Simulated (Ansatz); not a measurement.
C$_{3}$H$_{10}$Si$_{2}$

Input file:

```
crystal:
  periodic: [false, false, false]
  atoms:
    - {symbol: C, position_ang: [-0.109049, 1.043461, 1.828750]}
    - {symbol: C, position_ang: [-0.359766, 0.298025, 0.747147]}
    - {symbol: Si, position_ang: [-1.951805, 0.561138, -0.186437]}
    - {symbol: Si, position_ang: [0.889769, -0.979176, 0.198805]}
    - {symbol: C, position_ang: [1.505394, -0.630648, -1.532626]}
    - {symbol: H, position_ang: [-0.800940, 1.803747, 2.188941]}
    - {symbol: H, position_ang: [0.803347, 0.928913, 2.412670]}
    - {symbol: H, position_ang: [-2.745134, -0.697373, -0.236623]}
    - {symbol: H, position_ang: [-2.752330, 1.624919, 0.478404]}
    - {symbol: H, position_ang: [-1.676676, 0.965717, -1.593124]}
    - {symbol: H, position_ang: [2.018992, -0.963586, 1.171970]}
    - {symbol: H, position_ang: [0.257254, -2.328947, 0.228295]}
    - {symbol: H, position_ang: [1.974626, 0.354498, -1.586298]}
    - {symbol: H, position_ang: [2.241459, -1.377873, -1.838640]}
    - {symbol: H, position_ang: [0.683158, -0.653614, -2.252036]}
basis:
  gaussian: {orbitals: def2-TZVPP}
hamiltonian: {xc: pbe0, dispersion: d4}
output: {orbitals: {seedname: orbitals}}
```

Run with:

```sh
ansatz run in.yaml --threads 4 --pin off --events-out ev --progress --plain --max-ram 10444MiB
```

Geometry: PBE0-D4/def2-TZVP.

Method: Ansatz, RKS PBE0-D4/def2-TZVPP.

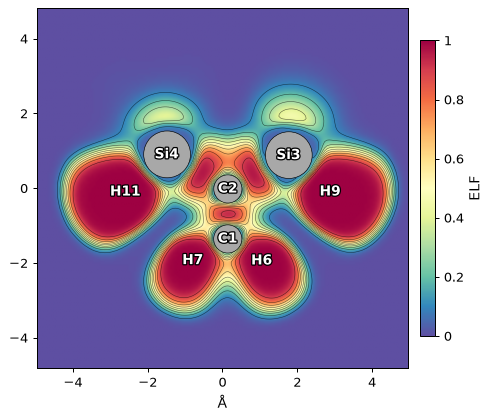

Figure 1. Electron localisation function on the plane of atoms C1, C2 and Si3. Grey discs cover the atomic cores.

Question: Read the bonding off the picture.

Answer: The section cuts through C, Si and H sites.
C–C (1.34 Å): the ELF peaks at about 0.95 between the atoms: a multiple bond.
C–Si (1.86 Å): the ELF peaks at about 0.95 between the atoms; localised, covalent bonding.
C–H (1.09 Å): the ELF climbs to about 1 towards the hydrogen, as it does in any bond to H (a covalent bond by its length).
Si–H (1.49 Å): the ELF climbs to about 1 towards the hydrogen.

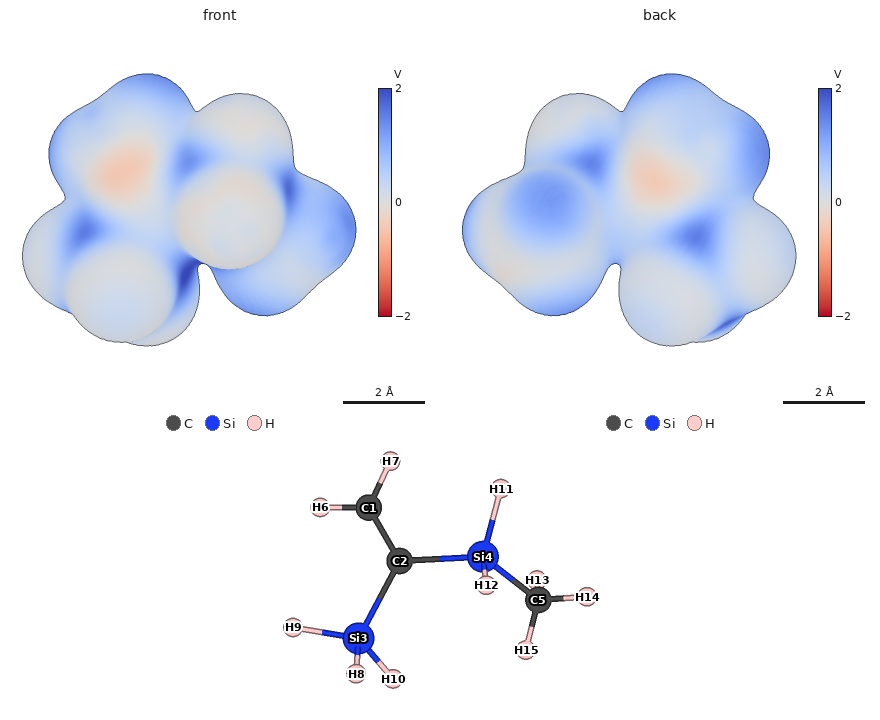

Figure 2. The electrostatic potential painted on the density surface at 0.004 e/bohr³, seen from the front and from behind; red is negative and blue positive. The bare structure is drawn below in the same view.

Question: Where is the surface potential most negative and most positive?

Answer: The most negative region (about −0.4 V, or −9 kcal/mol for a unit charge) lies over the π face of C1 and C2, the most positive (about +1.9 V, or +44 kcal/mol for a unit charge) over Si3 and Si4.
